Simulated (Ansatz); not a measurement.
# Hf2CF2 monolayer: relaxing the cell for a phonon run

Wanted: the relaxed cell of Hf2CF2 monolayer.

Method: DFT PBE, scalar-relativistic, plane waves, PAW, in Ansatz 0.2.0.

## 1. The starting structure

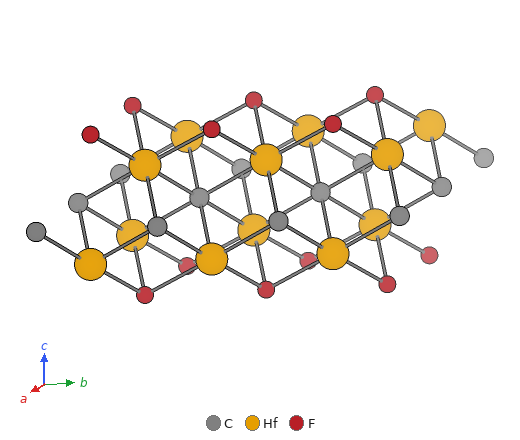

Start, viewed slightly off an axis; carbon grey, hafnium orange, fluorine red. 2×3×1 cells are drawn. Some periodic images of atoms are drawn too.

The cell holds 5 atoms: 1 C, 2 Hf and 2 F. Its edges and angles: a = 3.260 Å, b = 3.260 Å, c = 20.000 Å, α = 90.0°, β = 90.0°, γ = 120.0°. Vacuum lies along c.

## 2. Probe on a coarse mesh

First a cheap look: the gap decides the mesh and the occupations, the pressure tells how far the cell has to move.

The program solves this slab on a cell height of its own, 33.2 Å, in place of the one typed.

input.yaml reads:

```yaml
crystal:
  lattice:
    - [3.26, 0.0, 0.0]
    - [-1.63, 2.82324, 0.0]
    - [0.0, 0.0, 20.0]
  atoms:
    - { symbol: C, position: [0.0, 0.0, 0.5] }
    - { symbol: Hf, position: [0.333333, 0.666667, 0.56] }
    - { symbol: Hf, position: [0.666667, 0.333333, 0.44] }
    - { symbol: F, position: [0.666667, 0.333333, 0.6175] }
    - { symbol: F, position: [0.333333, 0.666667, 0.3825] }
  periodic: [true, true, false]
kpoints:
  mp_grid: { grid: [6, 6, 1] }
hamiltonian:
  xc: pbe
scf:
  occupations: { method: gaussian, width: 0.1 }
output:
  forces: true
  stress: true
  eigenvalues: true
```

Launch:

```sh
> ansatz run input.yaml --threads 4 --pin off --max-ram 14336MiB --backend cpu --events-out ev --progress --plain --runs-dir out
```

Numbers of over 12 decimals in the logs are rounded to 6 here.

Output:

```text
[...]
k-point 2: bands = [... 31 lower, -7.1958, -6.3204, -5.7059, -4.0322, -0.5939, -0.0924, 0.1782 (0.1782°), 0.3350 (0.3350°), ... 3 higher]
  k-point 6: bands = [... 31 lower, -7.0631, -7.0631, -6.1390, -1.8757, -0.9046, -0.9046, 0.7026, 1.2664, ... 3 higher]
  ° read free of the cell's end (the report's vacuum.weakly_bound_levels)
  °? not known for the slab's own: over its row's bound_up_to_ev there, or no deeper under its free states than its continued_xc_part_ev in size
[key lines of the parts left out:]
SCF converged after 8 iterations
Free energy (F): -33315.252424 eV
Fermi energy:    -2.428211 eV
P = ½ c Tr σ = 6.9904 N/m
```

Elapsed: 1.6 s, on 4 threads of Arm Neoverse V2, shared host; peak memory 0.69 GiB; 5.8 s of CPU time.

Numbers from this step:

| Item | Value |
| --- | --- |
| gap on the k-mesh | 0 eV |
| area per atom | 1.841 Å² |

The coarse mesh shows no gap.

## 3. Coarse relaxation

A rough relaxation comes first, because large forces or stress need no tight tolerances yet.

The program solves this slab on a cell height of its own, 33.2 Å, in place of the one typed.

input.yaml, as its differences from that of step 2:

```diff
@@ -13,3 +13,3 @@
 kpoints:
-  mp_grid: { grid: [6, 6, 1] }
+  mp_grid: { grid: [9, 9, 1] }
 hamiltonian:
@@ -22 +22,6 @@
   eigenvalues: true
+relax:
+  adjacent_minimum: "off"
+  f_tol: 0.05
+  max_steps: 80
+  cell: { stress_2d_tol: 0.02 }
```

Output:

```text
[...]
Crystal: 5 atoms, lattice volume = 305.565 Å³
Basis set: ecut = 420 eV, 6087 PW (Γ), exchange–correlation on 48×48×450 points (8 copies of the dense FFT grid, shifted against one another)
Bands: 42, of which v1, the nominal top of the filled ones, is band 35 counted from 1 (34 counted from 0)
Symmetry: 12 space group operations
[...]
cell:  # Å, volume = 308.5660 Å³
    - [3.275968, 0.0, 0]
    - [-1.637984, 2.837072, 0]
    - [0, 0, 33.2]
  atoms:
    - { symbol: C, position: [0, 0, 0.301205] }
    - { symbol: Hf, position: [0.333333, 0.666667, 0.337290] }
    - { symbol: Hf, position: [0.666667, 0.333333, 0.265120] }
    - { symbol: F, position: [0.666667, 0.333333, 0.378106] }
    - { symbol: F, position: [0.333333, 0.666667, 0.224304] }
[key lines of the parts left out:]
SCF converged after 7 iterations
Free energy (F): -33315.673449 eV
Fermi energy:    -3.818744 eV
P = ½ c Tr σ = -0.0131 N/m
```

Wall time 17 s (4 threads); peak memory 0.77 GiB; 62 s of CPU time.

Step by step:

```
step  energy less that of the first step (eV)  largest force component (eV/Å)  volume (Å³)
   1                                   0.0000                          2.1813       305.56
   2                                  -0.4549                          0.1131       306.32
   3                                  -0.4566                          0.0221       308.77
  4*                                  -0.4590                          0.0220       308.77
   5                                  -0.4591                          0.0306       308.57
  6*                                  -0.4590                          0.0306       308.57
```

Relaxation steps marked * repeat the geometry before them on a plane-wave basis chosen anew for their cell, so energy and pressure can jump there.

Forces are held to the 12 operations that the run works with; a distortion that breaks them can't arise in this run.

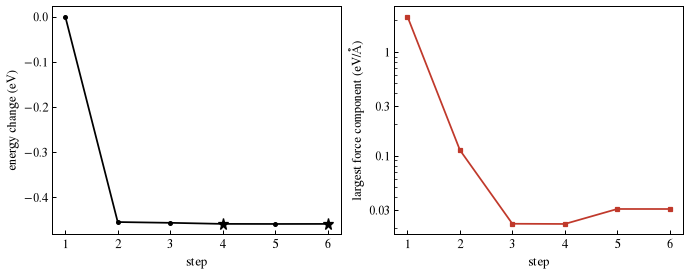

Energy and largest force along the relaxation. Stars mark steps on a basis chosen anew.

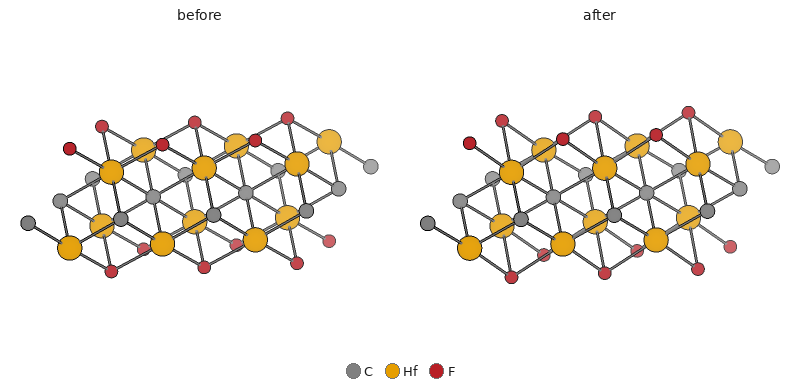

The structure before and after the relaxation, drawn at the same scale.

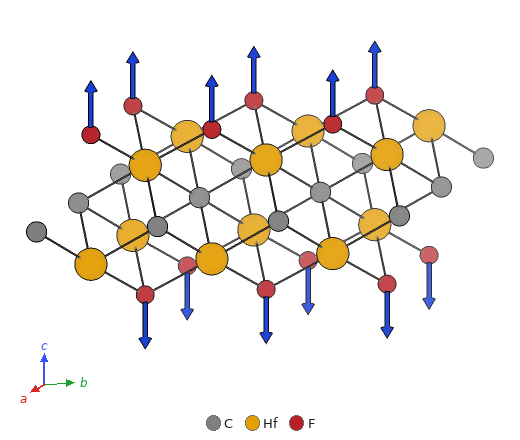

Displacements in the relaxation, exaggerated, measured against the changing cell; the longest in the cell stands for 0.20 Å. 2×3×1 cells are drawn. Some periodic images of atoms are drawn too.

```
cell as run  before  after  change
      a (Å)   3.260  3.276  +0.5 %
      b (Å)   3.260  3.276  +0.5 %
```

The atoms that moved most (Å, along periodic axes as changes of fractional coordinates times the final cell, across vacuum about the mean position):

```
atom     dx     dy      dz  length
  F4  0.000  0.000   0.203   0.203
  F5  0.000  0.000  -0.203   0.203
```

The relaxed structure:

```xyz
5
Lattice="3.2760 0.0000 0.0000 -1.6380 2.8371 0.0000 0.0000 0.0000 33.2000" Properties=species:S:1:pos:R:3
C     0.0000    0.0000   10.0000
Hf    0.0000    1.8914   11.1980
Hf    1.6380    0.9457    8.8020
F     1.6380    0.9457   12.5531
F     0.0000    1.8914    7.4469
```

Numbers from this step:

```yaml
area_per_atom: 1.859 Å²
```

The relaxation ends with a largest force component of 0.031 eV/Å.

## 4. Bringing the structure to rest

Harmonic phonons are second derivatives at a point where the forces vanish, and they are wanted at zero stress, so atoms and cell are relaxed first.

input.yaml reads:

```yaml
crystal:
  lattice:
    - [3.2759680581, 0.0, 0.0]
    - [-1.6379840291, 2.8370715603, 0.0]
    - [0.0, 0.0, 33.2]
  atoms:
    - { symbol: C, position: [0.0, 0.0, 0.3012048193] }
    - { symbol: Hf, position: [0.3333333333, 0.6666666667, 0.3372900732] }
    - { symbol: Hf, position: [0.6666666667, 0.3333333333, 0.2651195653] }
    - { symbol: F, position: [0.6666666667, 0.3333333333, 0.3781057698] }
    - { symbol: F, position: [0.3333333333, 0.6666666667, 0.2243038688] }
  periodic: [true, true, false]
kpoints:
  mp_grid: { grid: [12, 12, 1] }
hamiltonian:
  xc: pbe
scf:
  occupations: { method: gaussian, width: 0.1 }
output:
  forces: true
  stress: true
  eigenvalues: true
relax:
  adjacent_minimum: "off"
  f_tol: 0.005
  max_steps: 80
  cell: { stress_2d_tol: 0.02 }
```

Output:

```text
[...]
Crystal: 5 atoms, lattice volume = 308.566 Å³
Basis set: ecut = 420 eV, 6159 PW (Γ), exchange–correlation on 48×48×450 points (8 copies of the dense FFT grid, shifted against one another)
Bands: 42, of which v1, the nominal top of the filled ones, is band 35 counted from 1 (34 counted from 0)
[... 1 set-up line as in the run before ...]
[...]
k-points: 19 of 144
[...]
SCF iter   1: F=—  HF=-33315.666558 eV  |F-HF|=—  |Δ(HF+E_count)|=         —  Δρ=3.83e-3  dr2=4.35e-2  ethr=1.77e-3  ⟨swp⟩=10.8  Hψ=4457  notcnv=0
[...]
SCF iter  10: F=-33315.658181 eV  HF=-33315.658181 eV  |F-HF|=4.73e-10  |Δ(HF+E_count)|=   6.48e-9  Δρ=1.44e-7  dr2=4.56e-11  ethr=1.00e-12  ⟨swp⟩=3.7  Hψ=2995  notcnv=0
SCF 1 converged in 10 iterations: F = -33315.658181 eV  dr2 = 4.56e-11
[...]
relax step   1: F+E_penalty+E_count = -33315.65818099 eV  Δ(F+E_penalty+E_count) = +0.000e0 eV  max|allowed force component| = 6.937e-2 eV/Å  Δτ_max = 0.0000 Å  P = -0.050 N/m  Ω = 308.566 Å³  fix = [c, alpha, beta]  reactions: c -0.000 N/m  (10 SCF iters, dr2 threshold 1.00e-7 eV, accepted)
Crystal: 5 atoms, lattice volume = 308.294 Å³
[...]
SCF iter   5: F=-33315.658346 eV  HF=-33315.658346 eV  |F-HF|=1.05e-8  |Δ(HF+E_count)|=   1.20e-7  Δρ=4.13e-6  dr2=3.78e-8  ethr=4.30e-10  ⟨swp⟩=12.9  Hψ=5250  notcnv=0
SCF 2 converged in 5 iterations: F = -33315.658346 eV  dr2 = 3.78e-8
relax step   2: F+E_penalty+E_count = -33315.65834633 eV  Δ(F+E_penalty+E_count) = -1.653e-4 eV  max|allowed force component| = 7.464e-2 eV/Å  Δτ_max = 0.0049 Å  P = -0.053 N/m  Ω = 308.294 Å³  energy of the carried Pulay correction = +1.792e-4 eV  fix = [c, alpha, beta]  (5 SCF iters, dr2 threshold 3.01e-7 eV, rejected (line search))
Crystal: 5 atoms, lattice volume = 308.537 Å³
[...]
SCF iter   9: F=-33315.658381 eV  HF=-33315.658381 eV  |F-HF|=1.24e-10  |Δ(HF+E_count)|=  8.00e-11  Δρ=2.43e-8  dr2=1.16e-12  ethr=1.00e-12  ⟨swp⟩=13.5  Hψ=6772  notcnv=0
SCF 3 converged in 9 iterations: F = -33315.658381 eV  dr2 = 1.16e-12
relax step   3: F+E_penalty+E_count = -33315.65838148 eV  Δ(F+E_penalty+E_count) = -2.005e-4 eV  max|allowed force component| = 4.210e-3 eV/Å  Δτ_max = 0.0024 Å  P = -0.037 N/m  Ω = 308.537 Å³  energy of the carried Pulay correction = +1.929e-5 eV  fix = [c, alpha, beta]  reactions: c -0.000 N/m  (9 SCF iters, accepted)
[...]
relax step   4: F+E_penalty+E_count = -33315.65848134 eV  Δ(F+E_penalty+E_count) = -9.986e-5 eV  max|allowed force component| = 3.268e-3 eV/Å  Δτ_max = 0.0014 Å  P = -0.005 N/m  Ω = 308.393 Å³  energy of the carried Pulay correction = +1.137e-4 eV  fix = [c, alpha, beta]  reactions: c -0.000 N/m  (5 SCF iters, dr2 threshold 1.54e-9 eV, accepted)
[...]
SCF iter   6: F=-33315.658387 eV  HF=-33315.658387 eV  |F-HF|=7.28e-12  |Δ(HF+E_count)|=  1.46e-11  Δρ=3.95e-8  dr2=3.03e-12  ethr=1.00e-12  ⟨swp⟩=13.9  Hψ=7606  notcnv=0
SCF 5 converged in 6 iterations: F = -33315.658387 eV  dr2 = 3.03e-12
relax step   5: F+E_penalty+E_count = -33315.65838673 eV  Δ(F+E_penalty+E_count) = +9.461e-5 eV  max|allowed force component| = 3.254e-3 eV/Å  Δτ_max = 0.0000 Å  P = -0.007 N/m  Ω = 308.393 Å³  fix = [c, alpha, beta]  reactions: c -0.000 N/m  stress off target by 7.20e-3 N/m on what of the cell is left free  SCF on the basis re-selected at this cell (its energy is not comparable with the rows above)  (6 SCF iters)
[...]
SCF converged after 6 iterations
Free energy (F): -33315.658387 eV
[...]
Internal energy: -33315.649958 eV  (E = F + TS)
E sigma→0 (E₀):  -33315.654173 eV
Entropy (-TS):   -0.008428 eV (-1.686 meV/atom)
Fermi energy:    -3.733071 eV
[...]
--- Forces (eV/Å), atoms counted from 1 ---
  atom   1  C      0.00000000     0.00000000     0.00000000
  atom   2  Hf     0.00000000    -0.00000000    -0.00325433
  atom   3  Hf    -0.00000000     0.00000000     0.00325433
  atom   4  F     -0.00000000     0.00000000    -0.00228702
  atom   5  F      0.00000000    -0.00000000     0.00228702
  max |Σ_I F_I| component: 4.63e-17 eV/Å
--- 2D stress c σ (N/m, compression-positive) ---
       -0.007196       0.000000       0.000000
        0.000000      -0.007196      -0.000000
        0.000000      -0.000000      -0.000000
  P = ½ c Tr σ = -0.0072 N/m
--- Band table (eV; the first three rows and the last of 19) ---
  k-point 0: bands = [... 31 lower, -8.5656, -7.0953, -7.0953, -3.4666, -3.4666, -3.0706, -2.2685, -2.1636, ... 3 higher]
  k-point 1: bands = [... 31 lower, -8.4905, -7.3362, -7.1138, -3.7789, -3.3047, -3.0224, -2.0554, -2.0218, ... 3 higher]
  k-point 2: bands = [... 31 lower, -8.3168, -7.8328, -7.1473, -4.3898, -2.8752, -2.8406, -1.8992, -1.6906, ... 3 higher]
  k-point 18: bands = [... 31 lower, -8.4816, -8.4816, -7.4553, -3.2589, -2.4795, -2.4795, -0.7529, -0.1616, ... 3 higher]
  ° read free of the cell's end (the report's vacuum.weakly_bound_levels)
--- Relaxed structure (4 steps of the walk, 3 accepted, 1 SCFs on fresh bases) ---
[...]
cell:  # Å, volume = 308.3932 Å³
    - [3.275051, 2.8859337413370974e-11, 0]
    - [-1.637525, 2.836277, 0]
    - [0, 0, 33.2]
  atoms:
    - { symbol: C, position: [0, 0, 0.30120481928] }
    - { symbol: Hf, position: [0.333333, 0.666667, 0.337356] }
    - { symbol: Hf, position: [0.666667, 0.333333, 0.265054] }
    - { symbol: F, position: [0.666667, 0.333333, 0.378076] }
    - { symbol: F, position: [0.333333, 0.666667, 0.224333] }
```

The job ended after 19 s (4 threads; peak memory 0.8 GiB).

Little changed from the start: no atom moved by 0.005 Å and no cell edge by 0.1 %.

Numbers from this step:

```
area per atom : 1.858 Å²
```

## 5. Tight relaxation

Phonons need a cell at rest on their own settings, so the relaxation is repeated with tight tolerances on forces and stress, using the mesh and the filling of the phonon run that follows.

input.yaml reads:

```yaml
crystal:
  lattice:
    - [3.2750509981, 0.0, 0.0]
    - [-1.6375254991, 2.836277363, 0.0]
    - [0.0, 0.0, 33.2]
  atoms:
    - { symbol: C, position: [0.0, 0.0, 0.3012048193] }
    - { symbol: Hf, position: [0.3333333333, 0.6666666667, 0.3373559707] }
    - { symbol: Hf, position: [0.6666666667, 0.3333333333, 0.2650536678] }
    - { symbol: F, position: [0.6666666667, 0.3333333333, 0.3780764627] }
    - { symbol: F, position: [0.3333333333, 0.6666666667, 0.2243331758] }
  periodic: [true, true, false]
kpoints:
  mp_grid: { grid: [12, 12, 1] }
hamiltonian:
  xc: pbe
scf:
  occupations: { method: methfessel_paxton, width: 0.2 }
output:
  forces: true
  stress: true
  eigenvalues: true
  write_density: true
  write_potential: true
  elf: true
  volumetric_format: npy
relax:
  adjacent_minimum: "off"
  f_tol: 0.001
  max_steps: 60
  cell: { stress_2d_tol: 0.002 }
```

Output:

```text
[...]
Crystal: 5 atoms, lattice volume = 308.393 Å³
Basis set: ecut = 420 eV, 6159 PW (Γ), exchange–correlation on 48×48×450 points (8 copies of the dense FFT grid, shifted against one another)
Bands: 42, of which v1, the nominal top of the filled ones, is band 35 counted from 1 (34 counted from 0)
[... 1 set-up line as in the run before ...]
[...]
k-points: 19 of 144
[...]
cell:  # Å, volume = 308.4238 Å³
    - [3.275213, 2.8868789189653155e-11, 0]
    - [-1.637607, 2.836418, 0]
    - [0, 0, 33.2]
  atoms:
    - { symbol: C, position: [0, 0, 0.30120481926] }
    - { symbol: Hf, position: [0.333333, 0.666667, 0.337340] }
    - { symbol: Hf, position: [0.666667, 0.333333, 0.265070] }
    - { symbol: F, position: [0.666667, 0.333333, 0.378061] }
    - { symbol: F, position: [0.333333, 0.666667, 0.224349] }
[key lines of the parts left out:]
SCF converged after 9 iterations
Free energy (F): -33315.656197 eV
Fermi energy:    -3.726089 eV
P = ½ c Tr σ = -0.0015 N/m
```

It took 19 s on 4 threads; peak memory 0.81 GiB.

Little changed from the start: no atom moved by 0.005 Å and no cell edge by 0.1 %.

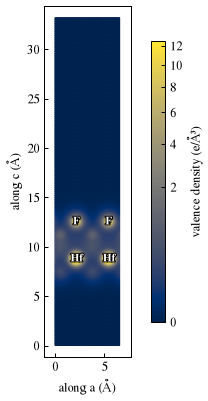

Valence density in the ac plane at fractional y = 0.333, with atoms of Hf and F within 0.2 Å of it. It is the smooth field of the valence electrons, not physical close to the nuclei. The colour scale is stretched toward low values.

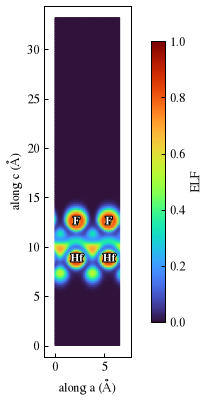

ELF in the ac plane at fractional y = 0.333, with atoms of Hf and F within 0.2 Å of it. It is the smooth field of the valence electrons, not physical close to the nuclei.

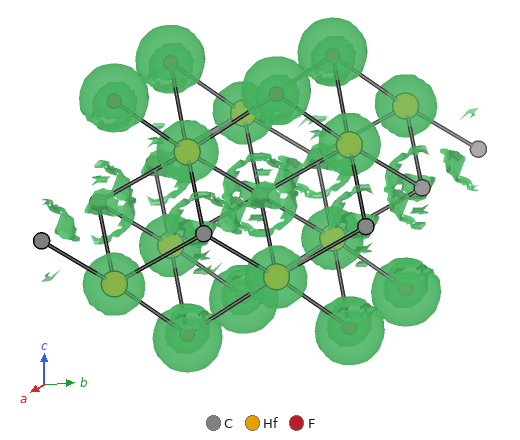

Surface of ELF = 0.78. 2×2×1 cells are drawn.

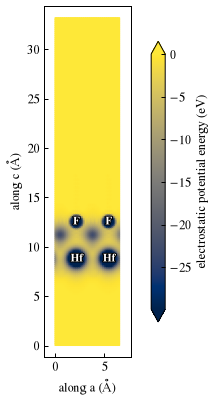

Electrostatic potential energy in the ac plane at fractional y = 0.333, with atoms of Hf and F within 0.2 Å of it. With pseudopotentials it is smooth inside the atoms' cores, unlike the true potential.

The largest force component left is 0.19 meV/Å, within the tolerances set.

## 6. Outcome

```yaml
space_group_after_relaxation_within_0p01_a: P-3m1
lattice_constant_a: 3.275 Å
lattice_constant_b: 3.275 Å
area_per_atom: 1.86 Å²
```

What this shows: The largest force component left is 0.19 meV/Å, within the tolerances set. The relaxation keeps the symmetry of its start, so it says nothing on stability against lower symmetry. Spin-orbit coupling is left out, which can matter for the heavy elements here. The starting cell was built on a prototype and not taken from a measurement.

[Logs are printed without paths, hosts, clocks, repeated set-up lines and the standing remarks that a program may print on its own settings, such as how far it seeks lower states.]

[Hosts, paths, dates, database ids (printed as entryN), source tags and the programs' standing remarks are cut or masked in the printed files.]
